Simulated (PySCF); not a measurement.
**I₄Sn, SMILES `I[Sn](I)(I)I`: what the electrons do**

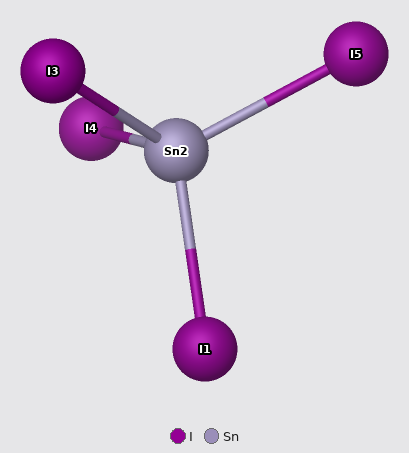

The molecule, with its atoms numbered as below. No frequency check shows the geometry to be a minimum.

Geometry (Å), atoms numbered from 1:

```
I1       1.1101   -1.9437    1.5820
Sn2     -0.0004   -0.0001   -0.0003
I3      -1.1099    1.9437    1.5820
I4      -1.9443   -1.1096   -1.5818
I5       1.9445    1.1097   -1.5819
```

### 1. Bonding charge

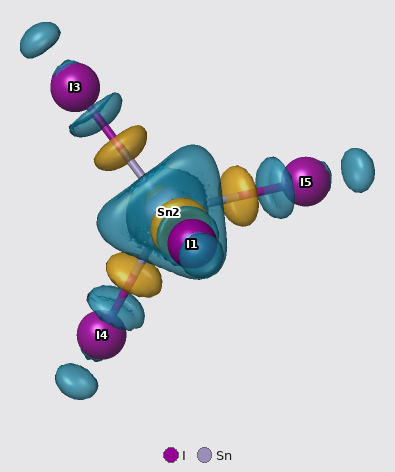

Deformation density (molecule less spherical, spin-averaged free atoms at the same positions), surfaces at ±0.04 e/Å³; yellow: gain, teal: loss.

PySCF calculation, PBE/def2-TZVP, gas phase; geometry: GFN2-xTB. Core potentials replace the inner electrons of I and Sn; spin–orbit coupling isn't included. This is a single-reference result, which may miss multireference character in this system.

Q: How much density has each bond gained at its critical point, relative to the free atoms?

A: Sn2–I4, Sn2–I3, I1–Sn2 and Sn2–I5: +0.07 e/Å³ at the bond critical point (bond length 2.74 Å, Mayer order 1.0). In all, 1.1 electrons gather in the regions of gain relative to the promolecule. A small or negative value marks a very polar bond, one between electron-rich atoms, whose free-atom densities already overlap strongly, a long bond to a heavier atom, or a closed-shell contact such as a hydrogen bond.

### 2. Bond critical points

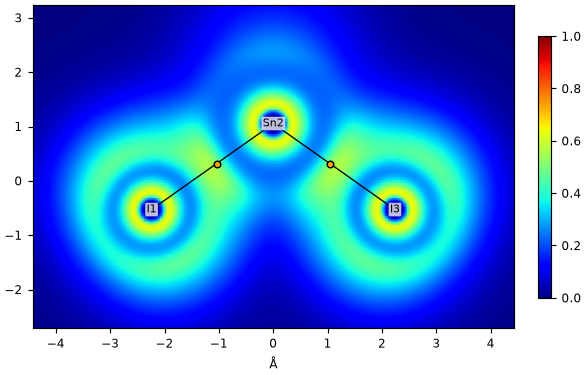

Localised orbital locator (LOL) in the plane of I1, Sn2 and I3, with bond paths and bond critical points (dots).

Q: Rank the bonds in the plane by LOL at their critical points.

A: Sn2–I3 and I1–Sn2: about 0.51. Values above 0.5 mark slow, localised electrons, as in shared pairs; low values at a critical point mark a polar or closed-shell contact whose critical point lies between the shells.

Q: Where along Sn2–I3 does the critical point lie?

A: 1.27 Å from Sn2 and 1.47 Å from I3.

### 3. Electrostatic potential

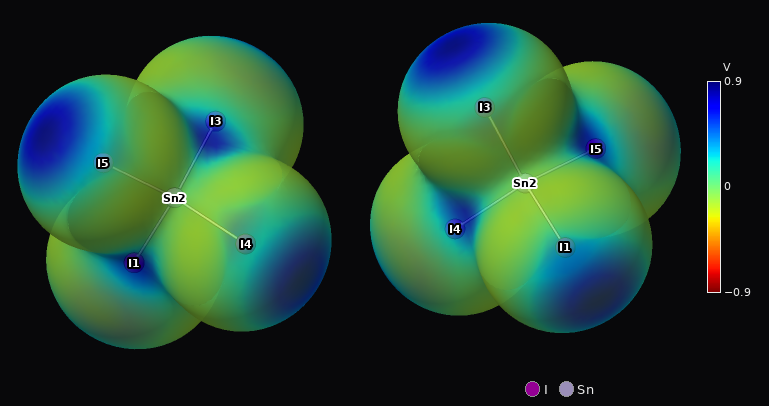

Electrostatic potential on the surface of electron density 0.001 a.u. (back view left, front view right).

Q: Where are the extremes of the potential on the surface?

A: Highest: 0.82 V, 2.2 Å from I4, and at like points elsewhere. Further maxima include 0.69 V, 2.4 Å from Sn2. Lowest: −0.14 V, 2.4 Å from I1, and at like points elsewhere. The surface is sampled at points, so like sites can differ by a few per cent and only the strongest of them is named.

Q: Does I4 carry a σ-hole?

A: Yes: a local maximum of +0.82 V lies on the extension of the Sn2–I4 bond.

Q: What volume does the surface enclose, and what is the dipole moment?

A: About 239 Å³; the dipole moment is 0.0 D.

### 4. In an electric field

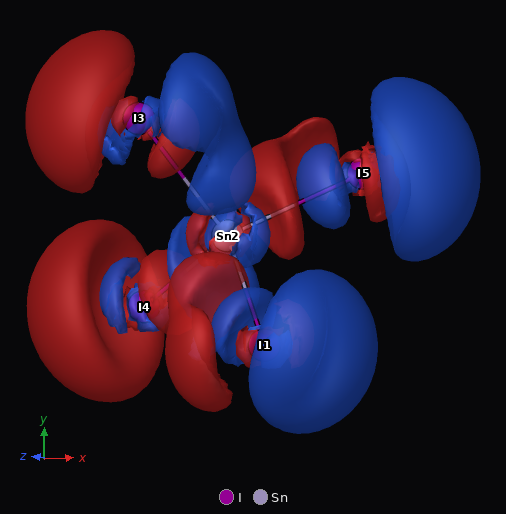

Change of the electron density in a uniform field of 0.21 V/Å, surfaces at ±0.0015 e/Å³ (blue: gain, red: loss).

PySCF calculation, PBE/def2-TZVP, gas phase; geometry: GFN2-xTB. Core potentials replace the inner electrons of I and Sn; spin–orbit coupling isn't included. A basis without diffuse functions makes polarisabilities too small.

The field was applied in both directions; the picture shows the one opposite to the script's first.

Q: Along which Cartesian direction does the field point?

A: Along −x: electrons gather on the +x side, against the field.

Q: How large is the response?

A: The induced dipole is 1.97 D (along the field); α along this axis, from the fields in both directions, is 194 bohr³ (28.7 Å³).
